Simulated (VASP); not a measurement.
Band structure of In (space group I4/mmm). Level of theory: PBE GGA, VASP's PBE PAW potentials (set 64) (plane waves; VASP 6.6.1).

Unless said otherwise, spin-orbit coupling is left out, though it shifts the bands of the heavy elements here.

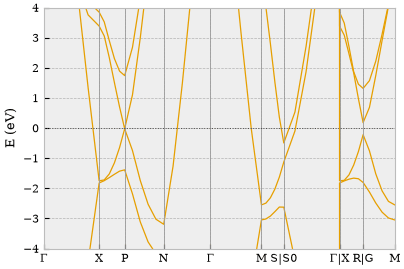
Figure: Bands along high-symmetry lines, zero at the valence-band maximum or, without a gap, the Fermi level

Question: Read the plot: is there a gap, and where are the band edges?

Answer: It has no gap at this level: it comes out as a metal or semimetal.

The structure comes from a computed database's In entry; how it stands against other phases isn't given here. The cell was not relaxed at this level.
